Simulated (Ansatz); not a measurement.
**Cu+ with HBr: superposition error and deformation, part 1 of 2**

Aim: split the binding of a pair into the counterpoise interaction, the basis-set superposition error and the cost of deforming the fragments.

Computed with Ansatz 0.2.0, Gaussian basis. Level: PBE0-D4 structures, single points in def2-TZVPPD.

Levels: PBE-D4, revPBE-D4, BLYP-D4, r2SCAN-D4, B97M-V, PBE0-D4, B3LYP-D4, HSE06-D4, wB97X-V, wB97M-V, B2PLYP, Hartree-Fock, MP2, CCSD, CCSD(T).

Cores are frozen in the correlated methods. The 3s and 3p shells of Cu and Zn are frozen; filled d shells are correlated. B3LYP uses VWN-RPA correlation. B2PLYP carries no dispersion term here.

129 further runs of the same task are left out: 129 set aside as unsound or not needed.

### Step 1. Where the work starts

The relaxed pair: 3 atoms, charge 1, spin multiplicity 1.

Atoms are counted from 1 here; the program's logs count them from 0.

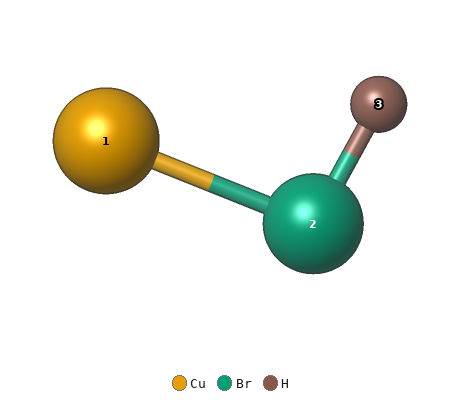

Start geometry, drawn with copper amber, bromine teal, hydrogen brown; atoms are numbered from 1 in the order of the file.

As a file:

```xyz
3
BrCuH
Cu   -0.0843   -0.0616   -1.6886
Br   -0.5032   -0.3676    0.6033
H     0.5874    0.4291    1.0853
```

Atoms 1 to 1 are fragment A (Cu+), the rest fragment B (HBr). From earlier runs, pair energy (eV) and counterpoise interaction (kcal/mol):

```csv
method,E(pair),interaction
PBE-D4,-114679.09305,-39.83
revPBE-D4,-114687.74430,-36.21
BLYP-D4,-114699.68734,-38.44
r2SCAN-D4,-114695.37177,-38.69
B97M-V,-114674.34657,-37.47
PBE0-D4,-114681.65653,-33.83
B3LYP-D4,-114698.52427,-34.23
HSE06-D4,-114681.70617,-33.75
wB97X-V,-114685.62313,-31.50
wB97M-V,-114689.99347,-31.33
B2PLYP,-114678.39470,-30.85
Hartree-Fock,-114606.56654,-15.46
MP2,-114627.26695,-27.63
CCSD(T),-114626.50933,-25.96
```

First each fragment is run alone in its own basis, frozen in the shape it has in the pair (a, b).

### Step 2. wB97X-V/def2-TZVPPD

Input file a/in.yaml:

```yaml
crystal:
  periodic: [false, false, false]
  atoms:
    - {symbol: Cu, position_ang: [-0.084261, -0.061556, -1.688579]}
basis:
  gaussian: {orbitals: "def2-TZVPPD.json"}
total_charge: 1
hamiltonian: {xc: {name: wB97X-V}}
```

Input file b/in.yaml:

```yaml
crystal:
  periodic: [false, false, false]
  atoms:
    - {symbol: Br, position_ang: [-0.503194, -0.367622, 0.603254]}
    - {symbol: H, position_ang: [0.587356, 0.429079, 1.085325]}
basis:
  gaussian: {orbitals: "def2-TZVPPD.json"}
hamiltonian: {xc: {name: wB97X-V}}
```

The basis file named in the input lies beside it (Basis Set Exchange, JSON).

Each run has its own folder and the same command.

Launch:

```console
$ ansatz run in.yaml --threads 2 --pin off --events-out ev --progress --plain --max-ram 5222MiB
```

Output in a:

```text
Functional definition: wB97X-V
  name "wB97X-V"
  cite "Mardirossian & Head-Gordon, Phys. Chem. Chem. Phys. 16, 9904 (2014) doi:10.1039/C3CP54374A"
  cite "Becke, J. Chem. Phys. 107, 8554 (1997) doi:10.1063/1.475007"
  cite "Vydrov & Van Voorhis, J. Chem. Phys. 133, 244103 (2010) doi:10.1063/1.3521275"
  parameter omega = 0.3/bohr
  parameter cx = 0.167
  parameter cx1 = 0.603
  parameter cx2 = 1.194
  parameter css0 = 0.556
  parameter css1 = -0.257
  parameter cos0 = 1.219
  parameter cos1 = -1.850
  parameter b = 6.0
  parameter c = 0.01
  exchange = spin_sum(e_x_unif_sr(omega)*poly(b97_u_x, 1 - cx, cx1, cx2)) + cx*exact_x_sr(omega) + exact_x_lr(omega)
  correlation = spin_sum(e_c_pw_same_spin*poly(b97_u_same, css0, css1))
      + integral(e_c_pw_opposite_spin*poly(b97_u_opposite, cos0, cos1)) + vv10(b, c)
553 factors; their error is unknown
76 factors; integrals over basis functions are off by at most 9.5e-5 eV
mean field evaluation 1: about -44597.6896 eV, gradient 2.1e2 eV
mean field evaluation 2: about -43801.8921 eV, gradient 6.3e2 eV
mean field evaluation 4: about -44626.8768 eV, gradient 4.0e1 eV
mean field evaluation 8: about -44627.9285 eV, gradient 4.9e-2 eV
mean field evaluation 16: about -44627.9285 eV, gradient 1.9e-6 eV
mean field -44627.92849594 eV, -1640.0461223294 hartree, gradient 1.9e-6 eV, S^2 0.000000; 0 other end points of the search recorded, 0 dependent functions left out
reference -44627.92849436 eV, -1640.0461222712 hartree; 14, 14 occupied and 53, 53 virtual orbitals, 553 factors
Total energy: -44627.92849436 eV, -1640.0461222712 hartree
```

Log of b, shortened:

```text
[... 5 set-up lines as earlier in the session ...]
[...]
      + integral(e_c_pw_opposite_spin*poly(b97_u_opposite, cos0, cos1)) + vv10(b, c)
515 factors; their error is unknown
102 factors; integrals over basis functions are off by at most 6.0e-5 eV
[...]
mean field -70056.31471315 eV, -2574.5220798325 hartree, gradient 1.7e-5 eV, S^2 0.000000; 0 other end points of the search recorded, 0 dependent functions left out
reference -70056.31471135 eV, -2574.5220797664 hartree; 18, 18 occupied and 56, 56 virtual orbitals, 515 factors
Total energy: -70056.31471135 eV, -2574.5220797664 hartree
```

Wall times: 2 s (a), 2 s (b) on 2 threads of Arm Neoverse N1, shared host.

### Step 3. wB97M-V/def2-TZVPPD

Each input of step 2 (a, b) changes in the same lines:

```diff
-hamiltonian: {xc: {name: wB97X-V}}
+hamiltonian: {xc: {name: wB97M-V}}
```

Each run has its own folder and the same command.

Launch:

```console
$ ansatz run in.yaml --threads 2 --pin off --events-out ev --progress --plain --max-ram 5222MiB
```

a printed, shortened:

```text
Functional definition: wB97M-V
  name "wB97M-V"
  cite "Mardirossian & Head-Gordon, J. Chem. Phys. 144, 214110 (2016) doi:10.1063/1.4952647"
[... 2 set-up lines as earlier in the session ...]
  # Of w^i u^j: cxij and so on, Table III.
[...]
  gx(w, u) = 1 - cx + cx01*u + cx10*w
  gss(w, u) = css00 + css04*u^4 + css10*w + css20*w^2 + css43*w^4*u^3
  gos(w, u) = cos00 + cos10*w + (cos20 + cos21*u)*w^2 + (cos60 + cos61*u)*w^6
[...]
      + integral(e_c_pw_mod_opposite_spin*gos(b97_w_opposite, b97_u_opposite)) + vv10(b, c)
553 factors; their error is unknown
76 factors; integrals over basis functions are off by at most 9.5e-5 eV
[...]
mean field -44629.92506620 eV, -1640.1194949330 hartree, gradient 5.5e-5 eV, S^2 0.000000; 0 other end points of the search recorded, 0 dependent functions left out
reference -44629.92510464 eV, -1640.1194963458 hartree; 14, 14 occupied and 53, 53 virtual orbitals, 553 factors
Total energy: -44629.92510464 eV, -1640.1194963458 hartree
```

Output in b, shortened:

```text
[... 5 set-up lines as earlier in the session ...]
  # Of w^i u^j: cxij and so on, Table III.
[...]
  gx(w, u) = 1 - cx + cx01*u + cx10*w
  gss(w, u) = css00 + css04*u^4 + css10*w + css20*w^2 + css43*w^4*u^3
  gos(w, u) = cos00 + cos10*w + (cos20 + cos21*u)*w^2 + (cos60 + cos61*u)*w^6
[...]
      + integral(e_c_pw_mod_opposite_spin*gos(b97_w_opposite, b97_u_opposite)) + vv10(b, c)
508 factors; their error is unknown
102 factors; integrals over basis functions are off by at most 6.0e-5 eV
[...]
mean field -70058.69697135 eV, -2574.6096262066 hartree, gradient 1.6e-5 eV, S^2 0.000000; 0 other end points of the search recorded, 0 dependent functions left out
reference -70058.69702111 eV, -2574.6096280353 hartree; 18, 18 occupied and 56, 56 virtual orbitals, 508 factors
Total energy: -70058.69702111 eV, -2574.6096280353 hartree
```

Times: 2.5 s (a), 2.4 s (b) on 2 threads of Arm Neoverse N1, shared host.

### Step 4. B2PLYP/def2-TZVPPD

Edit a/in.yaml of step 3 so:

```diff
@@ -7,2 +7,3 @@
 total_charge: 1
-hamiltonian: {xc: {name: wB97M-V}}
+hamiltonian: {xc: {name: B2PLYP}}
+correlation: {frozen_orbitals: {Cu: 9}}
```

Edit b/in.yaml of step 3 so:

```diff
@@ -7,2 +7,2 @@
   gaussian: {orbitals: "def2-TZVPPD.json"}
-hamiltonian: {xc: {name: wB97M-V}}
+hamiltonian: {xc: {name: B2PLYP}}
```

One command serves all of them, each in its own folder.

Launch:

```console
$ ansatz run in.yaml --threads 2 --pin off --events-out ev --progress --plain --max-ram 5222MiB
```

Log of a, shortened:

```text
Functional definition: B2PLYP
  name "B2PLYP"
  cite "Grimme, J. Chem. Phys. 124, 034108 (2006) doi:10.1063/1.2148954"
  cite "Becke, Phys. Rev. A 38, 3098 (1988) doi:10.1103/PhysRevA.38.3098"
  cite "Lee, Yang & Parr, Phys. Rev. B 37, 785 (1988) doi:10.1103/PhysRevB.37.785"
[...]
466 factors; integrals over basis functions are off by at most 1.4e-4 eV
[...]
mean field -44620.83074562 eV, -1639.7852848161 hartree, gradient 3.5e-6 eV, S^2 0.000000; 0 other end points of the search recorded, 0 dependent functions left out
9 core orbitals not correlated: weight in the atoms' cores, before any rotation towards them, 1.000 or more for the frozen orbitals, at most 0.000 for the correlated occupied ones
reference -44620.83084023 eV, -1639.7852882931 hartree; 5, 5 occupied and 53, 53 virtual orbitals, 466 factors
second order -14.37753326 eV of doubles, -0.00000000 eV of singles
Total energy: -44624.71277421 eV, -1639.9279467357 hartree
```

b printed, shortened:

```text
[... 5 set-up lines as earlier in the session ...]
[...]
448 factors; integrals over basis functions are off by at most 1.6e-3 eV
[...]
mean field -70049.79913009 eV, -2574.2826365717 hartree, gradient 2.0e-6 eV, S^2 0.000000; 0 other end points of the search recorded, 0 dependent functions left out
9 core orbitals not correlated: weight in the atoms' cores, before any rotation towards them, 1.000 or more for the frozen orbitals, at most 0.000 for the correlated occupied ones
reference -70049.79924554 eV, -2574.2826408143 hartree; 9, 9 occupied and 56, 56 virtual orbitals, 448 factors
second order -9.30163224 eV of doubles, -0.00000000 eV of singles
Total energy: -70052.31068624 eV, -2574.3749345579 hartree
```

Times: 1.5 s (a), 1.4 s (b) on 2 threads of Arm Neoverse N1, shared host.

### Step 5. B97M-V/def2-TZVPPD

Edit a/in.yaml of step 4 so:

```diff
@@ -7,3 +7,2 @@
 total_charge: 1
-hamiltonian: {xc: {name: B2PLYP}}
-correlation: {frozen_orbitals: {Cu: 9}}
+hamiltonian: {xc: {name: B97M-V}}
```

Edit b/in.yaml of step 4 so:

```diff
@@ -7,2 +7,2 @@
   gaussian: {orbitals: "def2-TZVPPD.json"}
-hamiltonian: {xc: {name: B2PLYP}}
+hamiltonian: {xc: {name: B97M-V}}
```

One command serves all of them, each in its own folder.

Launch:

```console
$ ansatz run in.yaml --threads 2 --pin off --events-out ev --progress --plain --max-ram 5222MiB
```

a printed, shortened:

```text
Functional definition: B97M-V
  name "B97M-V"
  cite "Mardirossian & Head-Gordon, J. Chem. Phys. 142, 074111 (2015) doi:10.1063/1.4907719"
[... 2 set-up lines as earlier in the session ...]
  # Of w^i u^j: cxij and so on, Table III.
[...]
  gx(w, u) = cx00 + cx01*u + cx02*u^2 + (cx10 + cx11*u)*w
  gss(w, u) = css00 + css02*u^2 + css10*w + (css32*w^3 + css42*w^4)*u^2
  gos(w, u) = cos00 + cos01*u + cos03*u^3 + cos10*w + cos32*w^3*u^2
[...]
      + integral(e_c_pw_mod_opposite_spin*gos(b97_w_opposite, b97_u_opposite)) + vv10(b, c)
509 factors; their error is unknown
[...]
mean field -44622.55542175 eV, -1639.8486654948 hartree, gradient 5.7e-5 eV, S^2 0.000000; 0 other end points of the search recorded, 0 dependent functions left out
reference -44622.55546930 eV, -1639.8486672424 hartree; 14, 14 occupied and 53, 53 virtual orbitals, 509 factors
Total energy: -44622.55546930 eV, -1639.8486672424 hartree
```

Log of b, shortened:

```text
[... 5 set-up lines as earlier in the session ...]
  # Of w^i u^j: cxij and so on, Table III.
[...]
  gx(w, u) = cx00 + cx01*u + cx02*u^2 + (cx10 + cx11*u)*w
  gss(w, u) = css00 + css02*u^2 + css10*w + (css32*w^3 + css42*w^4)*u^2
  gos(w, u) = cos00 + cos01*u + cos03*u^3 + cos10*w + cos32*w^3*u^2
[...]
      + integral(e_c_pw_mod_opposite_spin*gos(b97_w_opposite, b97_u_opposite)) + vv10(b, c)
479 factors; their error is unknown
[...]
mean field -70050.15415593 eV, -2574.2956835307 hartree, gradient 7.4e-6 eV, S^2 0.000000; 0 other end points of the search recorded, 0 dependent functions left out
reference -70050.15421989 eV, -2574.2956858809 hartree; 18, 18 occupied and 56, 56 virtual orbitals, 479 factors
Total energy: -70050.15421989 eV, -2574.2956858809 hartree
```

Times: 2.2 s (a), 2.8 s (b) on 2 threads of Arm Neoverse N1, shared host.

### Step 6. CCSD(T)/def2-TZVPPD

Edit a/in.yaml of step 5 so:

```diff
@@ -7,2 +7,2 @@
 total_charge: 1
-hamiltonian: {xc: {name: B97M-V}}
+correlation: {method: ccsd_t, frozen_orbitals: {Cu: 9}}
```

Edit b/in.yaml of step 5 so:

```diff
@@ -7,2 +7,2 @@
   gaussian: {orbitals: "def2-TZVPPD.json"}
-hamiltonian: {xc: {name: B97M-V}}
+correlation: {method: ccsd_t}
```

The same command starts each run, in its folder.

Launch:

```console
$ ansatz run in.yaml --threads 2 --pin off --events-out ev --progress --plain --max-ram 5222MiB
```

Output in a, shortened:

```text
Functional definition: HF
  name "HF"
  cite "Fock, Z. Phys. 61, 126 (1930) doi:10.1007/BF01340294"
  parent pbe
[...]
466 factors; integrals over basis functions are off by at most 1.4e-4 eV
[...]
mean field -44590.93228105 eV, -1638.6865365090 hartree, gradient 7.8e-7 eV, S^2 0.000000; 0 other end points of the search recorded, 0 dependent functions left out
9 core orbitals not correlated: weight in the atoms' cores, before any rotation towards them, 1.000 or more for the frozen orbitals, at most 0.000 for the correlated occupied ones
reference -44590.93228105 eV, -1638.6865365090 hartree; 5, 5 occupied and 53, 53 virtual orbitals, 466 factors
second order -12.23242520 eV of doubles, -0.00000000 eV of singles
cycle   1  -10.14848868 eV  change     2.1e0 eV  update   1.1e-1
[...]
cycle   9  -10.67504320 eV  change    9.8e-6 eV  update   1.2e-6
perturbative correction -0.35026654 eV, -0.0128720579 hartree
Total energy: -44601.95759078 eV, -1639.0917091685 hartree
```

Log of b, shortened:

```text
[... 4 set-up lines as earlier in the session ...]
[...]
448 factors; integrals over basis functions are off by at most 1.6e-3 eV
[...]
mean field -70014.95115839 eV, -2573.0019972324 hartree, gradient 1.8e-6 eV, S^2 0.000000; 0 other end points of the search recorded, 0 dependent functions left out
9 core orbitals not correlated: weight in the atoms' cores, before any rotation towards them, 1.000 or more for the frozen orbitals, at most 0.000 for the correlated occupied ones
reference -70014.95115839 eV, -2573.0019972324 hartree; 9, 9 occupied and 56, 56 virtual orbitals, 448 factors
second order -7.88078522 eV of doubles, -0.00000000 eV of singles
cycle   1  -7.96417263 eV  change   -8.3e-2 eV  update   4.5e-2
[...]
cycle   7  -8.15234163 eV  change    2.0e-6 eV  update   1.4e-5
perturbative correction -0.24633029 eV, -0.0090524713 hartree
Total energy: -70023.34983031 eV, -2573.3106427326 hartree
```

Times: 1.6 s (a), 1.3 s (b) on 2 threads of Arm Neoverse N1, shared host.

### Step 7. Relaxing HBr alone

Input file relax-b/in.yaml:

```yaml
crystal:
  periodic: [false, false, false]
  atoms:
    - {symbol: Br, position_ang: [-0.503194, -0.367622, 0.603254]}
    - {symbol: H, position_ang: [0.587356, 0.429079, 1.085325]}
basis:
  gaussian: {orbitals: def2-TZVP}
hamiltonian: {xc: pbe0, dispersion: d4}
relax: {f_tol: 0.005, max_steps: 200}
```

Launch:

```console
$ ansatz run in.yaml --threads 2 --pin off --events-out ev --progress --plain --max-ram 5222MiB
```

What it wrote, shortened:

```text
Functional definition: PBE0
  name "PBE0"
  cite "Adamo & Barone, J. Chem. Phys. 110, 6158 (1999) doi:10.1063/1.478522"
  cite "Perdew, Burke & Ernzerhof, Phys. Rev. Lett. 77, 3865 (1996) doi:10.1103/PhysRevLett.77.3865"
[... 1 set-up line as earlier in the session ...]
[...]
457 factors; their error is unknown
[...]
mean field -70054.57046547 eV, -2574.4579799129 hartree, gradient 2.3e-5 eV, S^2 0.000000; 0 other end points of the search recorded, 0 dependent functions left out
[...]
reference -70054.57048277 eV, -2574.4579805483 hartree; 18, 18 occupied and 36, 36 virtual orbitals, 457 factors
relax step   1: F+E_penalty+E_count = -70054.57598926 eV  Δ(F+E_penalty+E_count) = +0.000e0 eV  max|allowed force component| = 2.580e-1 eV/Å  Δτ_max = 0.0000 Å  (23 SCF iters, accepted)
[...]
relax step   2: F+E_penalty+E_count = -70054.57823686 eV  Δ(F+E_penalty+E_count) = -2.248e-3 eV  max|allowed force component| = 4.396e-2 eV/Å  Δτ_max = 0.0056 Å  (28 SCF iters, accepted)
[...]
relax step   3: F+E_penalty+E_count = -70054.57830147 eV  Δ(F+E_penalty+E_count) = -6.461e-5 eV  max|allowed force component| = 5.025e-4 eV/Å  Δτ_max = 0.0011 Å  (29 SCF iters, accepted)
457 factors; their error is unknown
[...]
mean field -70054.57278216 eV, -2574.4580650494 hartree, gradient 9.1e-6 eV, S^2 0.000000; 1 other end points of the search recorded, 0 dependent functions left out
[...]
reference -70054.57279943 eV, -2574.4580656843 hartree; 18, 18 occupied and 36, 36 virtual orbitals, 457 factors
Total energy: -70054.57831875 eV, -2574.4582685153 hartree
Atom 0 at    -0.498060    -0.363872     0.605523 Å, force    -0.000502    -0.000367    -0.000222 eV/Å
Atom 1 at     0.582222     0.425329     1.083056 Å, force     0.000502     0.000367     0.000222 eV/Å
Dipole moment:     0.150831     0.110190     0.066674 e Å
```

Run time: 2.6 s. Hardware: 2 threads of Arm Neoverse N1, shared host.

The steps of the relaxation:

| step | energy from step 1 (eV) | largest force component (eV/Å) |
| --- | --- | --- |
| 1 | 0.0000 | 0.2580 |
| 2 | -0.0022 | 0.0440 |
| 3 | -0.0023 | 0.0005 |

The bond:

| bond | before (Å) | after (Å) | change (Å) |
| --- | --- | --- | --- |
| Br1–H2 | 1.434 | 1.421 | -0.014 |

### Step 8. PBE-D4/def2-TZVPPD

Input file free-b/in.yaml:

```yaml
crystal:
  periodic: [false, false, false]
  atoms:
    - {symbol: Br, position_ang: [-0.498060, -0.363872, 0.605523]}
    - {symbol: H, position_ang: [0.582222, 0.425329, 1.083056]}
basis:
  gaussian: {orbitals: "def2-TZVPPD.json"}
hamiltonian: {xc: pbe, dispersion: d4}
```

Launch:

```console
$ ansatz run in.yaml --threads 2 --pin off --events-out ev --progress --plain --max-ram 5222MiB
```

What it wrote:

```text
Functional definition: PBE
  name "PBE"
[... 2 set-up lines as earlier in the session ...]
  parameter kappa = 0.804
  parameter beta = 0.06672455060314922
  exchange = pbe_x(kappa = kappa, mu = beta*pi^2/3)
  correlation = pbe_c(beta = beta)
479 factors; their error is unknown
mean field evaluation 1: about -70051.9711 eV, gradient 1.0e1 eV
mean field evaluation 2: about -70052.0525 eV, gradient 6.6e0 eV
mean field evaluation 4: about -70052.1680 eV, gradient 2.1e-1 eV
mean field evaluation 8: about -70052.1626 eV, gradient 1.7e-1 eV
mean field -70052.16260674 eV, -2574.3694927365 hartree, gradient 2.8e-5 eV, S^2 0.000000; 0 other end points of the search recorded, 0 dependent functions left out
reference -70052.16265016 eV, -2574.3694943321 hartree; 18, 18 occupied and 56, 56 virtual orbitals, 479 factors
Total energy: -70052.16943521 eV, -2574.3697436782 hartree
```

Run time: 0.75 s. Hardware: 2 threads of Arm Neoverse N1, shared host.

### Step 9. r2SCAN-D4/def2-TZVPPD

Edit free-b/in.yaml of step 8 so:

```diff
@@ -7,2 +7,2 @@
   gaussian: {orbitals: "def2-TZVPPD.json"}
-hamiltonian: {xc: pbe, dispersion: d4}
+hamiltonian: {xc: r2scan, dispersion: d4}
```

Launch:

```console
$ ansatz run in.yaml --threads 2 --pin off --events-out ev --progress --plain --max-ram 5222MiB
```

What it wrote:

```text
Functional definition: r2SCAN
  name "r2SCAN"
  cite "Furness, Kaplan, Ning, Perdew & Sun, J. Phys. Chem. Lett. 11, 8208 (2020) doi:10.1021/acs.jpclett.0c02405"
  cite "Furness, Kaplan, Ning, Perdew & Sun, J. Phys. Chem. Lett. 11, 9248 (2020) doi:10.1021/acs.jpclett.0c03077"
  parent r2scan
  parameter k0 = 0.174
  parameter k1 = 0.065
  parameter a1 = 4.9479
  exchange = r2scan_x(k0 = k0, k1 = k1, a1 = a1)
  correlation = r2scan_c
479 factors; their error is unknown
mean field evaluation 1: about -70062.1715 eV, gradient 7.7e0 eV
mean field evaluation 2: about -70062.2485 eV, gradient 4.8e0 eV
mean field evaluation 4: about -70062.3083 eV, gradient 6.8e-2 eV
mean field evaluation 8: about -70062.3009 eV, gradient 5.4e-2 eV
mean field -70062.30092642 eV, -2574.7420691126 hartree, gradient 1.5e-5 eV, S^2 0.000000; 0 other end points of the search recorded, 0 dependent functions left out
reference -70062.30093788 eV, -2574.7420695340 hartree; 18, 18 occupied and 56, 56 virtual orbitals, 479 factors
Total energy: -70062.30239698 eV, -2574.7421231546 hartree
```

Run time: 1.6 s. Hardware: 2 threads of Arm Neoverse N1, shared host.

### Step 10. PBE0-D4/def2-TZVPPD

Edit free-b/in.yaml of step 9 so:

```diff
@@ -7,2 +7,3 @@
   gaussian: {orbitals: "def2-TZVPPD.json"}
-hamiltonian: {xc: r2scan, dispersion: d4}
+hamiltonian: {xc: pbe0, dispersion: d4}
+output: {orbitals: {seedname: orbitals}}
```

Launch:

```console
$ ansatz run in.yaml --threads 2 --pin off --events-out ev --progress --plain --max-ram 5222MiB
```

What it wrote, shortened:

```text
[... 5 set-up lines as earlier in the session ...]
  parameter a = 0.25
[... 2 set-up lines as earlier in the session ...]
  exchange = (1 - a)*pbe_x(kappa = kappa, mu = beta*pi^2/3) + a*exact_x
[... 1 set-up line as earlier in the session ...]
531 factors; their error is unknown
mean field evaluation 1: about -70054.1916 eV, gradient 6.6e0 eV
mean field evaluation 2: about -70054.2577 eV, gradient 3.6e0 eV
mean field evaluation 4: about -70054.2937 eV, gradient 8.0e-2 eV
mean field evaluation 8: about -70054.6161 eV, gradient 2.4e-2 eV
mean field -70054.61607794 eV, -2574.4596561402 hartree, gradient 7.0e-5 eV, S^2 0.000000; 0 other end points of the search recorded, 0 dependent functions left out
reference -70054.61610663 eV, -2574.4596571942 hartree; 18, 18 occupied and 56, 56 virtual orbitals, 531 factors
Total energy: -70054.62162594 eV, -2574.4598600252 hartree
```

Run time: 0.8 s. Hardware: 2 threads of Arm Neoverse N1, shared host.

### Step 11. B3LYP-D4/def2-TZVPPD

Edit free-b/in.yaml of step 10 so:

```diff
@@ -7,3 +7,2 @@
   gaussian: {orbitals: "def2-TZVPPD.json"}
-hamiltonian: {xc: pbe0, dispersion: d4}
-output: {orbitals: {seedname: orbitals}}
+hamiltonian: {xc: {name: B3LYP}, dispersion: d4}
```

Launch:

```console
$ ansatz run in.yaml --threads 2 --pin off --events-out ev --progress --plain --max-ram 5222MiB
```

What it wrote:

```text
Functional definition: B3LYP
  name "B3LYP"
  cite "Stephens, Devlin, Chabalowski & Frisch, J. Phys. Chem. 98, 11623 (1994) doi:10.1021/j100096a001"
[... 2 set-up lines as earlier in the session ...]
  cite "Vosko, Wilk & Nusair, Can. J. Phys. 58, 1200 (1980) doi:10.1139/p80-159"
  parameter a0 = 0.2
  parameter ax = 0.72
  parameter ac = 0.81
  exchange = (1 - a0 - ax)*slater_x + ax*b88_x + a0*exact_x
  correlation = (1 - ac)*vwn_rpa_c + ac*lyp_c
515 factors; their error is unknown
mean field evaluation 1: about -70063.2393 eV, gradient 7.6e0 eV
mean field evaluation 2: about -70063.3106 eV, gradient 4.3e0 eV
mean field evaluation 4: about -70063.3635 eV, gradient 1.0e-1 eV
mean field evaluation 8: about -70063.6197 eV, gradient 3.4e-1 eV
mean field -70063.61974006 eV, -2574.7905346201 hartree, gradient 6.3e-6 eV, S^2 0.000000; 0 other end points of the search recorded, 0 dependent functions left out
reference -70063.61992866 eV, -2574.7905415509 hartree; 18, 18 occupied and 56, 56 virtual orbitals, 515 factors
Total energy: -70063.63106206 eV, -2574.7909506960 hartree
```

It took 1.1 s on 2 threads of Arm Neoverse N1, shared host.

(Continued in part 2 of 2.)
